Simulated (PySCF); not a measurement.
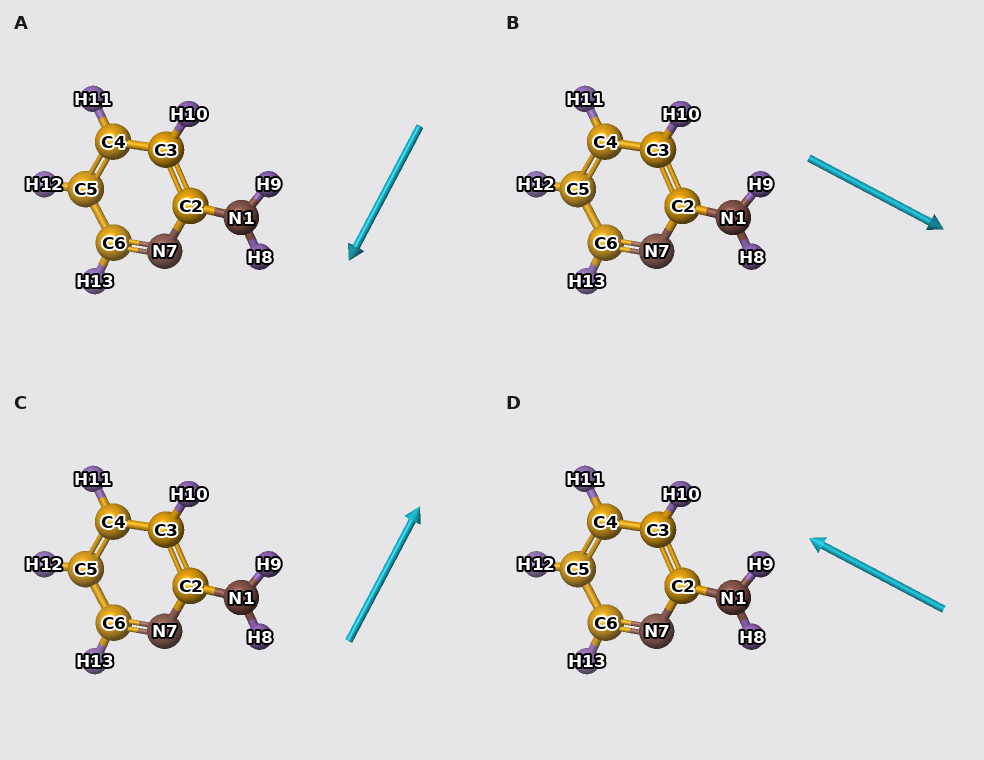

The same molecule four times, each with an arrow. Computed geometry: GFN2-xTB optimisation. No frequency run is at hand to confirm it as a minimum. Properties computed with ωB97X-D/def2-SVPD, gas phase (PySCF 2.14.0).

### Which arrow points along the dipole moment, from the negative to the positive end?

C. The dipole moment is 1.96 D; it points from the side of H13 to the side of H10 (the outermost atoms at the two ends).
